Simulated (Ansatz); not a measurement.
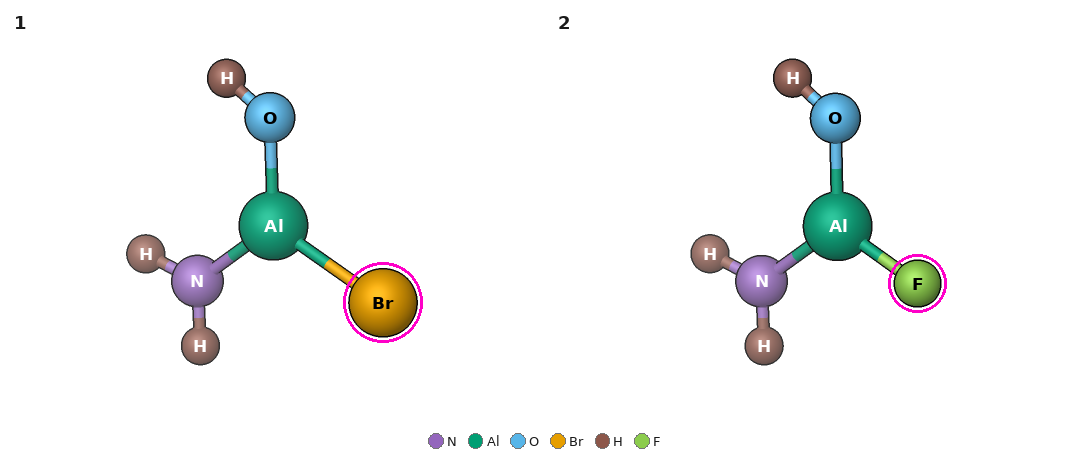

2 molecules with one skeleton, seen from the same side and at one scale; the atom that differs is circled. Each species is neutral and a spin singlet. Computed geometries: PBE0-D4/def2-TZVP optimisations, one conformation each. Properties computed with Ansatz 0.2.0.

One atom differs, called X below: Br in panel 1, F in panel 2. Their formulas are AlBrH3NO (`[NH2][Al]([OH])[Br]`), AlFH3NO (`[NH2][Al]([OH])[F]`).

In which is the harmonic zero-point energy higher (PBE0-D4/def2-TZVP)?

In panel 2 (X = F).

In which is the length of X–Al larger (PBE0-D4/def2-TZVP)?

In panel 1 (X = Br).

Give the values. With PBE0-D4/def2-TZVP: length of X–Al (Å), angle N–Al–X (°), dipole moment (D), harmonic zero-point energy (kJ/mol). With PBE0-D4/def2-TZVPP: HOMO energy (Kohn–Sham orbital) (eV), HOMO–LUMO gap (eV).

```json
{"quantity": "length of X–Al (Å)", "1 (Br)": "2.245", "2 (F)": "1.644", "2 − 1": "−0.601"}
{"quantity": "angle N–Al–X (°)", "1 (Br)": "118.5", "2 (F)": "118.1", "2 − 1": "−0.4"}
{"quantity": "HOMO energy (Kohn–Sham orbital) (eV)", "1 (Br)": "−7.73", "2 (F)": "−7.71", "2 − 1": "+0.02"}
{"quantity": "HOMO–LUMO gap (eV)", "1 (Br)": "7.24", "2 (F)": "7.29", "2 − 1": "+0.05"}
{"quantity": "dipole moment (D)", "1 (Br)": "3.35", "2 (F)": "3.40", "2 − 1": "+0.05"}
{"quantity": "harmonic zero-point energy (kJ/mol)", "1 (Br)": "106.5", "2 (F)": "110.1", "2 − 1": "+3.6"}
```
